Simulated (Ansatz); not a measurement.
System: L1₂ (Cu3Au-type) Ni3Fe. Method: r²SCAN (PAW; Ansatz, an electronic-structure program).

Run with plane-wave cutoff 560 eV, 16×16×16 k mesh, Fermi–Dirac smearing 0.05 eV, spin-polarised with parallel moments, scalar-relativistic PAW data made under PBE.

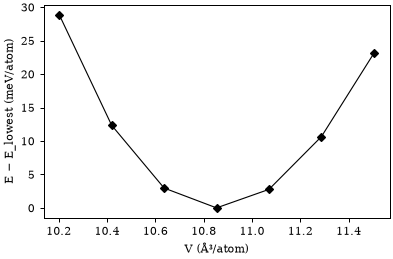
Figure. Total energy against volume

From the curve, estimate the equilibrium volume and the bulk modulus.

V0 ≈ 10.9 Å³/atom and B0 ≈ 210 GPa; the fit gives V0 = 10.853 Å³/atom, B0 = 211 GPa, B′ = 4.6.

Measured, for comparison: equilibrium volume per atom 11.14 Å³/atom (temperature not stated, copied from a table, unchecked, not corrected to a static lattice; as tabulated in Mineralogical Magazine 44, 225 (1981)). Computed less measured: equilibrium volume per atom not scored (unchecked).

Static lattice: no zero-point or thermal effects.
